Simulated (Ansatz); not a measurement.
## Electronic structure of CH3FSi2 in real space

```yaml
atoms:
  - { symbol: C, position_ang: [-1.4750, 0.1426, -1.2255] }
  - { symbol: F, position_ang: [-3.8184, -0.9458, -1.3774] }
  - { symbol: Si, position_ang: [-2.9439, -0.1154, -0.1960] }
  - { symbol: Si, position_ang: [-1.9080, -0.6131, -2.7241] }
  - { symbol: H, position_ang: [-3.7741, 1.0628, 0.1882] }
  - { symbol: H, position_ang: [-2.8529, -1.0310, 0.9780] }
  - { symbol: H, position_ang: [-0.5503, 0.6556, -0.9441] }
```

Geometry: PBE0-D3(BJ)/def2-SVP.

Level of theory: isolated molecule in a Gaussian basis; Kohn-Sham density functional theory, functional PBE0 in Ansatz 0.2.0.

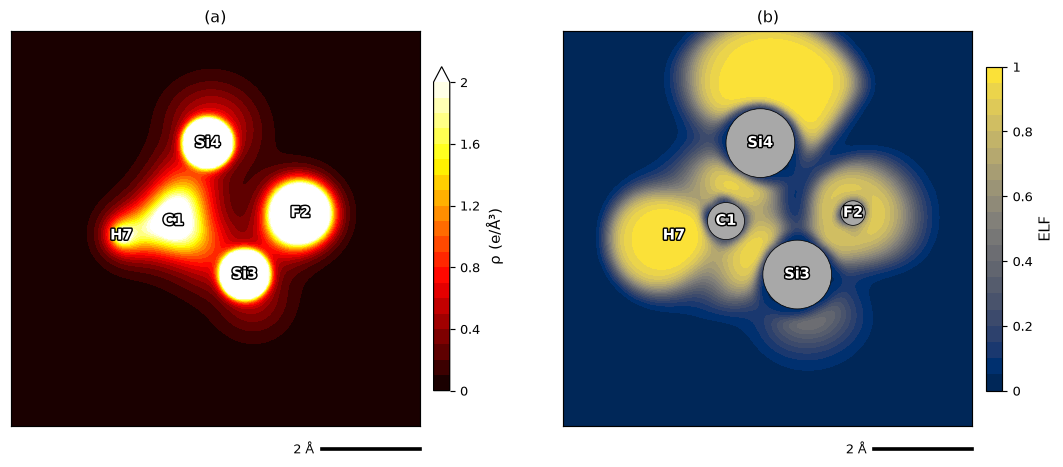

Figure 1. (a) electron density; (b) electron localisation function on the plane of atoms Si3, C1 and Si4. Grey discs cover the atomic cores in the ELF map.

> Describe what can be read from this map.

- The plane passes through C, F, Si and H nuclei.
- Si–F (1.69 Å): ρ at the midpoint is about 0.95 e/Å³; the ELF peaks at about 0.85 in the valence shell of F, 0.6 Å from its nucleus, and is about 0.60 at the midpoint.
- C–Si (1.73 Å): ρ at the midpoint is about 1.1 e/Å³; the ELF peaks at about 0.90 between the atoms (localised, covalent bonding).
- C–H (1.09 Å): ρ at the midpoint is about 1.9 e/Å³; the ELF climbs to about 1 towards the hydrogen, as it does in any bond to H (a covalent bond by its length).
- C–Si (1.81 Å): the density is about 1 e/Å³ at the midpoint; the ELF peaks at about 0.95 between the atoms; localised, covalent bonding.
- The ELF also peaks beside F2 and Si4, away from the bonds: lone-pair regions.

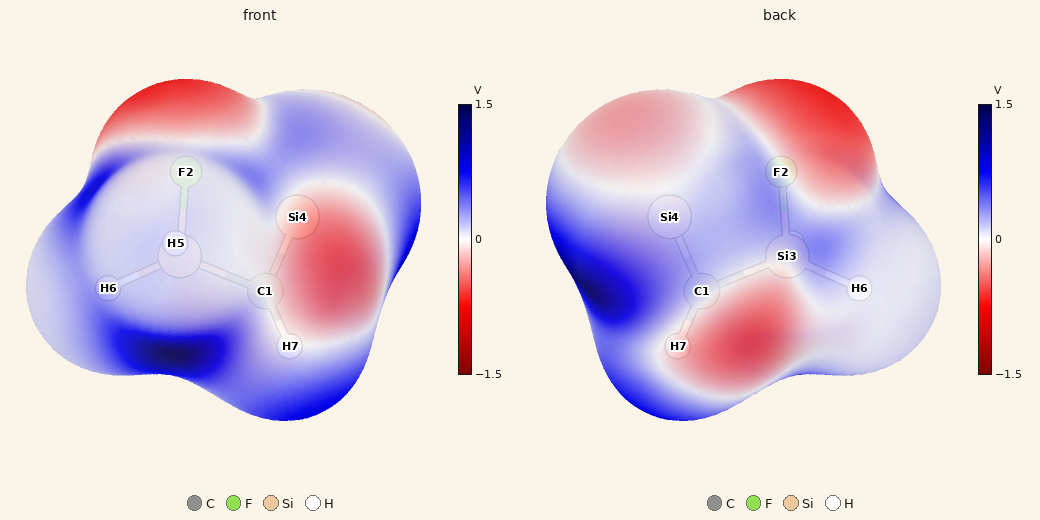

Figure 2. The molecular electrostatic potential painted on the density surface at 0.001 e/bohr³, seen from the front and from behind; the colour scale runs from red (negative) to blue (positive).

> Describe the electrostatic potential map.

The most negative region (about −0.6 V) lies over F2, the most positive (about +1.4 V) over Si3 and Si4.

> How polar is the molecule by this calculation?

Its dipole moment is 1.10 D.

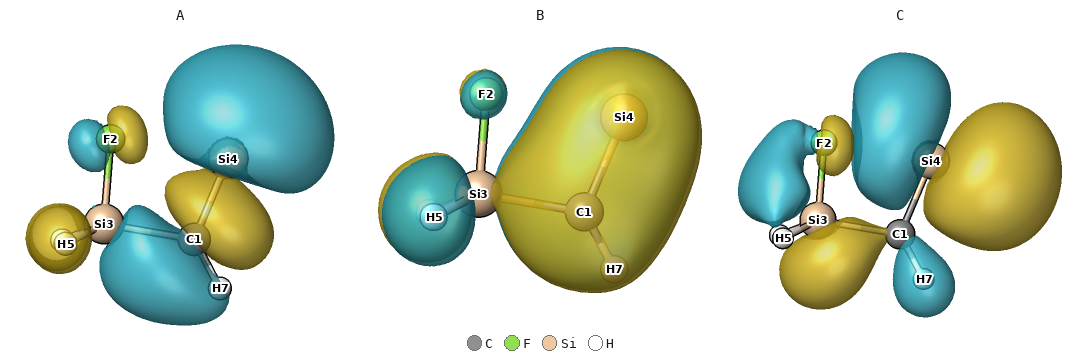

Figure 3. Three frontier orbitals at ±0.06 Å⁻³ᐟ² (yellow and cyan are the two phases), in no order.

> Order the three orbitals by energy and name them.

A is the HOMO−1 (−7.42 eV). By Hirshfeld shares it lies mainly on Si4 (about 60 %), C1 (about 25 %) and Si3 (about 5 %). B is the HOMO (−6.90 eV). Its weight (Hirshfeld) is mainly on C1 (about 45 %) and Si4 (about 35 %); π-bonding across C1–Si4. C is the LUMO (−2.05 eV). Its weight (Hirshfeld) is mainly on Si4 (about 70 %), Si3 (about 10 %), F2 (about 5 %) and C1 (about 5 %).

> What is the HOMO–LUMO gap?

4.85 eV between the orbital energies.
